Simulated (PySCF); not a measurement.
# F₂, SMILES `FF`: electronic structure

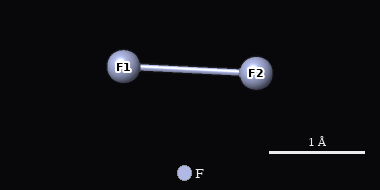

The molecule, with its atoms numbered as below. No frequency check shows the geometry to be a minimum.

Geometry (Å), atoms numbered from 1:

```
F1       0.7016    0.0000    0.0000
F2      -0.7016    0.0000    0.0000
```

### 1. Bonding charge

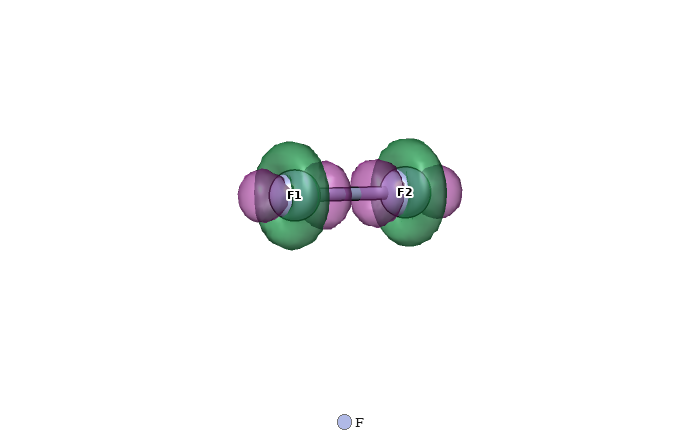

Deformation density (molecule less spherical, spin-averaged free atoms at the same positions), surfaces at ±0.3 e/Å³; green: gain, purple: loss.

Level of theory: PBE0/6-311+G** (PySCF), at a geometry from GFN2-xTB.

> How much density has each bond gained at its critical point, relative to the free atoms?

F1–F2: −0.17 e/Å³ at the bond critical point (bond length 1.40 Å). In all, 0.8 electrons gather in the regions of gain relative to the promolecule. A small or negative value marks a very polar bond, one between electron-rich atoms, whose free-atom densities already overlap strongly, a long bond to a heavier atom, or a closed-shell contact such as a hydrogen bond.

### 2. Bond critical points

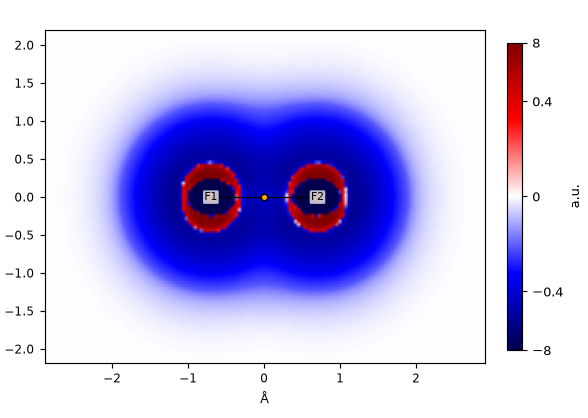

Negative Laplacian of the density (−∇²ρ) in a plane that holds the bond (red positive, blue negative, colour scale in a.u., logarithmic beyond ±0.04), with bond paths and bond critical points (dots).

> At which bond critical points in this plane is charge locally concentrated, and at which depleted?

At none is it concentrated. Depleted (∇²ρ > 0): F1–F2 (+0.57 a.u., H = −0.129). A positive Laplacian with clearly negative H marks a strongly polar covalent bond, whose critical point lies close to the core of the less electronegative atom.

### 3. Electrostatic potential

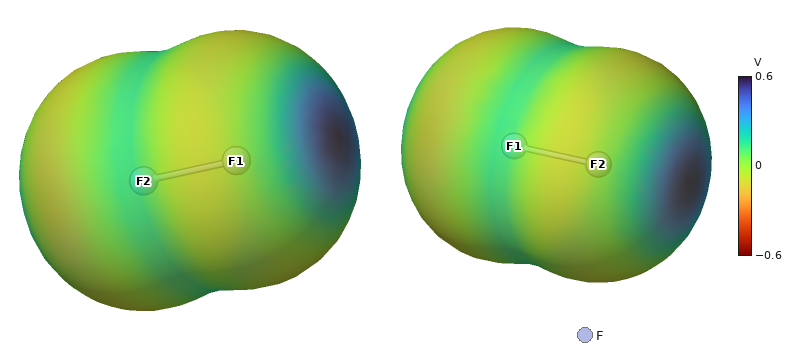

Electrostatic potential on the surface of electron density 0.001 a.u. (back view left, front view right).

> Where are the extremes of the potential on the surface?

Highest: 0.58 V, 1.5 Å from F1, and at like points elsewhere. Further maxima include 0.15 V, off the F1–F2 bond (1.7 to 1.8 Å from its atoms), and at like points elsewhere. Lowest: −0.10 V, 1.7 Å from F1, and at like points elsewhere. The surface is sampled at points, so like sites can differ by a few per cent and only the strongest of them is named.

> What volume does the surface enclose, and what is the dipole moment?

About 30 Å³; the dipole moment is 0.0 D.

### 4. In an electric field

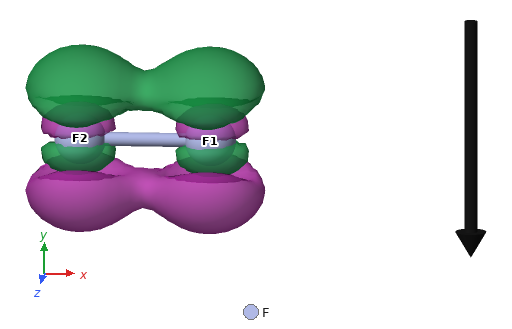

Change of the electron density in a uniform field of 0.51 V/Å along −y (arrow), surfaces at ±0.003 e/Å³ (green: gain, purple: loss).

Method: ωB97X/def2-TZVP; geometry: GFN2-xTB; program: PySCF. A basis without diffuse functions makes polarisabilities too small.

The field was applied in both directions; the picture shows the one opposite to the script's first.

> What dipole is induced, and what polarisability does it imply?

The induced dipole is 0.09 D (along the field); α along this axis, from the fields in both directions, is 4 bohr³ (0.5 Å³).

The PySCF runs shown took 1.1 s and 2.5 s on 1 thread of Intel(R) Xeon(R) 6975P-C (Granite Rapids), on a shared host.
